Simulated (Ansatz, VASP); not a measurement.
# Ge (Germanium): VASP beside Ansatz, part 2 of 2

One calculation is typed for both programs; each brings its own data sets. How far apart do they land?  Valence electrons are named where the data sets of a main pair hold unlike numbers.

VASP 6.6.1 and Ansatz 0.2.0.

So far: Starting point; VASP: band structure, r2SCAN.

## 3. Ansatz: band structure, r2SCAN

Level of this step: Ansatz beside VASP: Kohn-Sham DFT, plane waves, r2SCAN (Ansatz).

Ansatz runs on its default PAW (the set named soft_2) files.

The same cell, functional, mesh and smearing now go to Ansatz, which takes its cutoff from its data sets.

input.yaml reads:

```yaml
crystal:
  lattice:
    - [0.0, 2.82891, 2.82891]
    - [2.82891, 0.0, 2.82891]
    - [2.82891, 2.82891, 0.0]
  atoms:
    - { symbol: Ge, position: [0.75, 0.75, 0.75] }
    - { symbol: Ge, position: [0.5, 0.5, 0.5] }
hamiltonian:
  xc: r2scan
  pseudopotentials: { kind: paw }
kpoints:
  mp_grid: { grid: [4, 4, 4] }
  band_path:
    path:
      - [0.0, 0.0, 0.0]
      - [0.18182, 0.0, 0.18182]
      - [0.36364, 0.0, 0.36364]
      - [0.5, 0.0, 0.5]
      - [0.5, 0.09091, 0.59091]
      - [0.5, 0.18182, 0.68182]
      - [0.5, 0.25, 0.75]
      - [0.45455, 0.29545, 0.75]
      - [0.40909, 0.34091, 0.75]
      - [0.375, 0.375, 0.75]
      - [0.20455, 0.20455, 0.40909]
      - [0.06818, 0.06818, 0.13636]
      - [0.04545, 0.04545, 0.04545]
      - [0.22727, 0.22727, 0.22727]
      - [0.40909, 0.40909, 0.40909]
      - [0.51136, 0.47727, 0.51136]
      - [0.55682, 0.38636, 0.55682]
      - [0.60227, 0.29545, 0.60227]
      - [0.61364, 0.25, 0.63636]
      - [0.56818, 0.25, 0.68182]
      - [0.51136, 0.25, 0.73864]
      - [0.5, 0.29545, 0.70455]
      - [0.5, 0.38636, 0.61364]
      - [0.5, 0.47727, 0.52273]
      - [0.47727, 0.47727, 0.54545]
      - [0.43182, 0.43182, 0.63636]
      - [0.38636, 0.38636, 0.72727]
      - [0.60227, 0.20455, 0.60227]
      - [0.55682, 0.11364, 0.55682]
      - [0.5, 0.0, 0.5]
    npoints: 1
scf:
  occupations: { method: gaussian, width: 0.01 }
  n_extra_bands: 7
output:
  forces: true
  stress: true
  eigenvalues: true
```

On the command line:

```
$ ansatz run input.yaml --threads 2 --pin off --max-ram 4608MiB --backend cpu --events-out ev --progress --plain --runs-dir out
```

Numbers of over 12 decimals in the logs are rounded to 6 here.

Output:

```text
scf.n_extra_bands = 7 over 14 filled bands (N_el = 28.0): the run solves 21 bands
Engine: ansatz 0.2.0, aarch64-unknown-linux-gnu
Pseudopotentials: kind: paw
Pseudopotential: Ge, paw, valence charge 14, recommended cutoff 500 eV (meta_gga), Ge.paw.azcp
Functional definition: r2SCAN
  parameter k0 = 0.174
  parameter k1 = 0.065
  parameter a1 = 4.9479
  exchange = r2scan_x(k0 = k0, k1 = k1, a1 = a1)
  correlation = r2scan_c
Crystal: 2 atoms, lattice volume = 45.278 Å³
Basis set: ecut = 500 eV, 1139 PW (Γ), exchange–correlation on 120×120×120 points (64 copies of the dense FFT grid, shifted against one another)
Bands: 21, of which v1, the nominal top of the filled ones, is band 14 counted from 1 (13 counted from 0)
Symmetry: 48 space group operations
Space group: Fd-3m (ITA 227), of the structure as read, at distance tolerance 3.6e-5 Å
k-points: 8 of 64
Non-local potential: Ge, projectors of the file, l = 0: 2, l = 1: 2, l = 2: 3, l = 3: 1
PAW form: soft (Blöchl's): semilocal exchange-correlation on the pseudo side does not see the compensation charge
PAW frozen core: Ge, regenerated for the run's functional (the file was generated under x = pbe(κ = 0.804, μ = 0.219515), c = pbe(β = 0.066725))
PAW one-centre angular grid: Ge, 590 points (default); XC on 160 Gauss nodes
Initial density: superposition of atomic densities (neutral atoms: chi_scale 0, normalization atom), corrected by the library's trained network
Initial wavefunctions: pseudopotential atomic-orbital guess
Functional: x = r2scan, c = r2scan; τ floored in thin density (d = 2e-4 eV/Å³)
SCF iter   1: F=—  HF=-8605.556857 eV  |F-HF|=—  |Δ(HF+E_count)|=         —  Δρ=8.07e-3  dr2=1.09e-2  dr2_τ=5.32e-3  ethr=1.77e-3  ⟨swp⟩=6.0  Hψ=784  notcnv=0
preconditioner: auto → none  [insulator: Δε(μ)=0.391 eV  Ē_g=27.148 eV  σ=0.010 eV  W_gap=1.00  n_scr=14 (ndim 8)  ℏωp=29.2 eV  f_vac=0.075  D(μ)=0.00/eV (n_scr^D=0)  ε∞_Penn≈2.2]
SCF iter   2: F=—  HF=-8605.569687 eV  |F-HF|=—  |Δ(HF+E_count)|=   1.28e-2  Δρ=2.44e-3  dr2=1.15e-3  dr2_τ=2.44e-5  ethr=3.88e-5  ⟨swp⟩=2.8  Hψ=390  notcnv=0  defer=21
SCF iter   3: F=—  HF=-8605.569891 eV  |F-HF|=—  |Δ(HF+E_count)|=   2.04e-4  Δρ=1.55e-3  dr2=3.82e-4  dr2_τ=5.20e-6  ethr=4.10e-6  ⟨swp⟩=2.0  Hψ=294  notcnv=0  defer=21
SCF iter   4: F=—  HF=-8605.569991 eV  |F-HF|=—  |Δ(HF+E_count)|=   9.96e-5  Δρ=2.20e-4  dr2=6.39e-6  dr2_τ=1.16e-7  ethr=1.37e-6  ⟨swp⟩=2.0  Hψ=175  notcnv=0  defer=21
SCF iter   5: F=—  HF=-8605.569986 eV  |F-HF|=—  |Δ(HF+E_count)|=   4.63e-6  Δρ=2.80e-5  dr2=8.83e-8  dr2_τ=1.92e-9  ethr=2.28e-8  ⟨swp⟩=3.0  Hψ=259  notcnv=0  defer=21
SCF iter   6: F=-8605.569986 eV  HF=-8605.569986 eV  |F-HF|=1.85e-9  |Δ(HF+E_count)|=   4.61e-8  Δρ=4.96e-6  dr2=1.03e-8  dr2_τ=1.83e-10  ethr=3.15e-10  ⟨swp⟩=7.0  Hψ=697  notcnv=0
SCF 1 converged in 6 iterations: F = -8605.569986 eV  dr2 = 1.03e-8
  greatest PAW one-centre occupation: 0.998 electrons in one spin orbital (limit 2), on the Ge atom at site 1 (counted from 0), in its partial waves of l = 2
NSCF: frozen V_eff on 30 k-points
SCF converged after 6 iterations
Free energy (F): -8605.569986 eV
Harris-Foulkes:  -8605.569986 eV  (|F-HF|=1.85e-9)
Internal energy: -8605.569986 eV  (E = F + TS)
E sigma→0 (E₀):  -8605.569986 eV
Fermi energy:    8.639198 eV
--- Per-component energies (eV) ---
  E_band       = -316.262940
  E_kinetic    = 222.722116
  E_local      = -4946.342710  (includes V_loc(G=0)·N_el)
  E_nonlocal   = 840.994326
  E_hartree    = 2174.021621
  E_xc         = -138.257101
  E_vxc        = -135.847379  (∫ρ·V_xc dr)
  E_paw        = -4069.402038  (= ΣΔE_a)
  E_vpaw       = -653.413473  (= ΣTr[D̂ρ^β])
  E_aug_tail   = 0.000039  (compensation charges beyond the density's cutoff)
  E_vtau       = 7.583779  (kinetic-family band-sum trace: ∫τ·v_τ [+ j·A + Jᵃ·Aᵃ] dr)
  E_ewald      = -2687.134708
  E_core_change = -2.171532  (= ΣΔE_core)
  E_smearing   = -0.000000  (= −TS)
  E_closure    = -0.000000  (closes the sum)
  Σ components = -8605.569986   (vs F -8605.569986, Δ=0.00e0)
--- Forces (eV/Å), atoms counted from 1 ---
  atom   1  Ge     0.00000000    -0.00000000    -0.00000000
  atom   2  Ge     0.00000000     0.00000000    -0.00000000
  max |Σ_I F_I| component: 1.30e-16 eV/Å
--- Stress (GPa, compression-positive) ---
        0.684200       0.000000       0.000000
        0.000000       0.684200       0.000000
        0.000000       0.000000       0.684200
  P = ⅓ Tr σ = 0.6842 GPa (6.842 kbar)
--- Band table (eV; the first three rows and the last of 8) ---
  k-point 0: bands = [... 10 lower, -4.8840, 8.4128, 8.4128, 8.4128, 8.8653, 11.1298, 11.1298, 11.1298, ... 3 higher]
  k-point 1: bands = [... 10 lower, -4.1042, 3.5853, 7.4823, 7.4823, 9.3678, 12.2738, 12.2738, 14.5184, ... 3 higher]
  k-point 2: bands = [... 10 lower, -2.6878, 0.5502, 6.9287, 6.9287, 8.8740, 12.4049, 12.4049, 16.0596, ... 3 higher]
  k-point 7: bands = [... 10 lower, -0.6911, -0.6911, 4.3529, 4.3529, 13.1082, 13.1082, 13.4604, 13.4604, ... 3 higher]
```

Wall time 2.8 s (2 threads of Arm Neoverse N1, shared host); peak memory 0.38 GiB; 4.8 s of CPU time.

In the SCF lines HF is the Harris–Foulkes energy and dr2 the Hartree energy of the density residual, in eV; the loop may stop once dr2 is under the threshold and the program's other checks hold. Hψ counts applications of the Hamiltonian.

## 4. Side by side

Known differences besides the potentials themselves: VASP keeps PBE cores, Ansatz makes them for the functional; the cutoff is 500 eV in Ansatz and 400 eV in VASP. Total energies have different zeros and are not compared.

Both answers:

```
                     quantity  Ansatz   VASP  difference
gap over the path points (eV)   0.453  0.433      +0.019
```

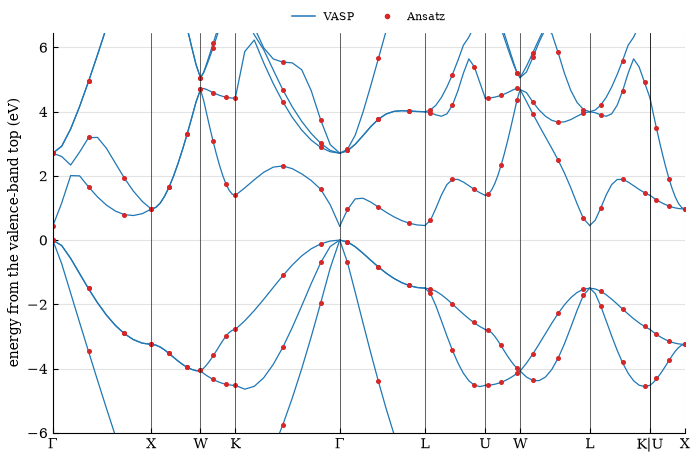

Bands from VASP (lines) and levels from Ansatz (dots). Dots without a line are higher empty bands that the VASP plot leaves out.

Levels at points of the path, from each program's valence-band top (eV; 3 filled, then empty):

```
k (reciprocal lattice)                             Ansatz                               VASP
     0.000 0.000 0.000      0.00 0.00 0.00 0.45 2.72 2.72      0.00 0.00 0.00 0.43 2.71 2.71
     0.182 0.000 0.182   -3.46 -1.50 -1.50 1.66 3.21 4.94   -3.47 -1.52 -1.52 1.66 3.19 4.94
     0.364 0.000 0.364   -6.92 -2.90 -2.90 0.79 1.93 8.34   -6.93 -2.91 -2.91 0.79 1.93 8.34
     0.500 0.000 0.500  -9.21 -3.23 -3.23 0.97 0.97 10.12  -9.22 -3.25 -3.25 0.97 0.97 10.10
     0.500 0.091 0.591   -9.18 -3.51 -3.51 1.65 1.65 8.94   -9.19 -3.53 -3.53 1.65 1.65 8.93
     0.500 0.182 0.682   -9.12 -3.94 -3.94 3.29 3.29 6.62   -9.14 -3.96 -3.96 3.29 3.29 6.62
     0.500 0.250 0.750   -9.10 -4.06 -4.06 4.70 4.70 5.05   -9.12 -4.08 -4.08 4.69 4.69 5.06
     0.455 0.295 0.750   -8.77 -4.32 -3.59 3.07 4.59 6.00   -8.79 -4.34 -3.61 3.07 4.59 6.00
     0.409 0.341 0.750   -8.62 -4.47 -2.98 1.76 4.45 7.19   -8.63 -4.49 -3.00 1.76 4.45 7.19
     0.375 0.375 0.750   -8.58 -4.50 -2.77 1.39 4.42 7.73   -8.60 -4.52 -2.78 1.39 4.42 7.71
```

Among the levels compared at these points, filled levels agree within 19 meV and empty ones within 22 meV. Not compared: the pressure (VASP's GW data sets at this cutoff don't carry it).

## 5. What the set-up changes

Further runs change the set-up of one program: Ansatz's method, potentials or start, or VASP's data sets, cutoff or form of LDA. The table gives that difference for each run.

```
                              run  gap over the path points (eV)
                         as above                          0.019
Ansatz's all-electron LAPW method                          0.025
```

## 6. Results

* largest difference of a filled level at the path points (band structure, r2SCAN): 19 meV

In words: The largest difference of a filled level at the path points is 19 meV (band structure, r2SCAN), within the 80 meV picked in this series as the mark of a large difference. Band structure, r2SCAN, Ansatz's all-electron LAPW method: the difference in gap over the path points goes from 0.019 to 0.025 eV. Such differences can come from data sets, numerical settings and the points named under the comparisons, not from the functional's error against experiment.

[Lines on the potential files, build, host, timing and source positions are cut from VASP's logs without a mark.]

[Logs are printed without paths, hosts, clocks, repeated set-up lines and the standing remarks that a program may print on its own settings, such as how far it seeks lower states.]

[Hosts, paths, dates, database ids (printed as entryN), source tags and the programs' standing remarks are cut or masked in the printed files.]
